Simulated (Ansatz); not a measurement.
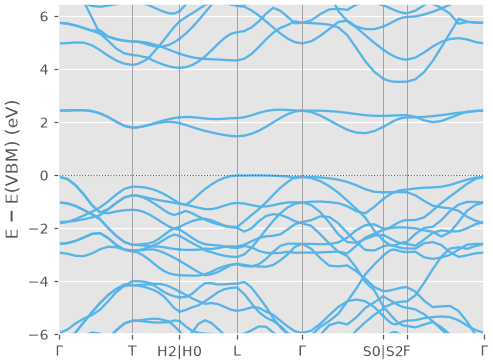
*Band structure from PBEsol in the plane-wave PAW code Ansatz*

The gap is 1.46 eV; an edge lies off the plotted path or next to a special point (maximum off the standard path, minimum off the standard path).

Problem. Which of these materials gives this?
A. B4C, R-3m (B on 18h, B on 18h, C on 6c, C on 3b)
B. ZnSnN2, R-3m (Zn on 3a, Sn on 3b, N on 6c)
C. SiGe, R-3m (Si on 6c, Ge on 6c)
D. SiBCN, R3m (B on 3a, N on 3a, Si on 3a, C on 3a)

Solution. A, B4C, R-3m (B on 18h, B on 18h, C on 6c, C on 3b)

The first step of the workflow began from a Materials Project structure, measured or hypothetical; the Crystallography Open Database copy checked does not list it. Whether it is the stable phase at ambient conditions was not checked. The cell was relaxed with PBEsol under the symmetry of its start; whether a distortion lowers the energy is not shown.

Potentials: the earlier of the program's two PAW sets. The files were generated under PBE; for other functionals the program regenerates the frozen cores, and for LDA and PBEsol the local potential too.
